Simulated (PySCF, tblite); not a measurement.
# C₅H₈OS₂Si: geometry, infrared bands and NMR shifts

Aim: predict the infrared bands and NMR shifts of C₅H₈OS₂Si (`CC#C[C@@H]1CS[Si@@H](O)S1`).

The runs use tblite 0.8.0 and PySCF 2.14.0, with density-fitted response routines of our own; the level of theory stands in each step. All values are computed, except where a source is named. Atoms count from 0, in the outputs and in this text.

## 1. The starting structure

17 atoms, charge 0, multiplicity 1; geometry from: force field or distance geometry start.

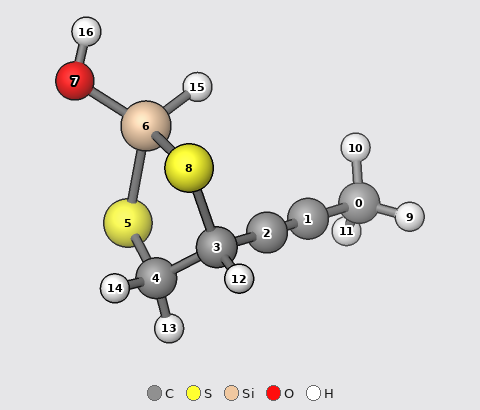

As it starts; carbon grey, sulfur yellow, silicon light orange, oxygen red, hydrogen white, atoms numbered.

## 2. Optimising the geometry with GFN2-xTB

Job settings and geometry (Å):

```
{"job": {"kind": "relax", "xc": "GFN2-xTB", "basis": "xTB"}, "charge": 0, "multiplicity": 1}
C      3.141900     0.464200    -0.262600
C      1.842700    -0.127100     0.151100
C      0.793200    -0.628700     0.502200
C     -0.486400    -1.194100     0.915800
C     -1.181900    -1.752800    -0.273700
S     -1.275900    -0.456700    -1.546300
Si    -1.650600     1.261100    -0.297200
O     -3.163900     1.969000    -0.549200
S     -1.547000     0.142400     1.573400
H      3.924700     0.201200     0.452400
H      2.993500     1.568900    -0.311100
H      3.399300     0.085300    -1.264500
H     -0.341800    -1.932000     1.736600
H     -0.601500    -2.610400    -0.712900
H     -2.191900    -2.156800    -0.030800
H     -0.558100     2.234900    -0.353000
H     -3.103200     2.943700    -0.323600
```

Started as:

```console
OMP_NUM_THREADS=1 python probes_run.py task.json out
```

This one command runs all jobs of the session in turn.

**Question.** This job is followed by: GFN2-xTB harmonic vibrations, gas phase; GIAO PBE0/pcSseg-1 NMR shielding, non-relativistic, gas phase. Predict these results of the whole session: strongest single infrared mode (GFN2-xTB); zero-point energy (GFN2-xTB); ¹³C shifts against TMS (PBE0/pcSseg-1); ¹H shifts against TMS (PBE0/pcSseg-1, means over atoms taken as alike); ³³S shifts against CS2 (PBE0/pcSseg-1); ²⁹Si shifts against TMS (PBE0/pcSseg-1); ¹⁷O shifts against H2O (PBE0/pcSseg-1).

**Answer**, as computed:

```
                                                              quantity                                   value
                             strongest single infrared mode (GFN2-xTB)                    786 cm⁻¹, 393 km/mol
                                          zero-point energy (GFN2-xTB)                           73.3 kcal/mol
                                ¹³C shifts against TMS (PBE0/pcSseg-1)         93.0, 84.6, 46.6, 46.0, 4.8 ppm
¹H shifts against TMS (PBE0/pcSseg-1, means over atoms taken as alike)  5.93, 4.06, 3.22, 3.06, 2.01, 2.00 ppm
                                ³³S shifts against CS2 (PBE0/pcSseg-1)                            -3, -105 ppm
                               ²⁹Si shifts against TMS (PBE0/pcSseg-1)                                20.0 ppm
                                ¹⁷O shifts against H2O (PBE0/pcSseg-1)                                50.2 ppm
```

**Reading.** The optimisation took 150 steps and gained 0.506 eV; among the close pairs (by a distance rule), Si6–O7 changed most, from 1.690 to 1.613 Å. The lowest mode is imaginary (28i cm⁻¹), so the xTB geometry is not a minimum. The strongest single mode, at 786 cm⁻¹, moves mainly H16. GFN2-xTB is a fitted tight-binding method: band positions and strengths are rough. Its intensities can rank the bands wrongly. At PBE0/pcSseg-1: The widest tensor belongs to S8: span 408 ppm, with a paramagnetic part of -552 ppm.
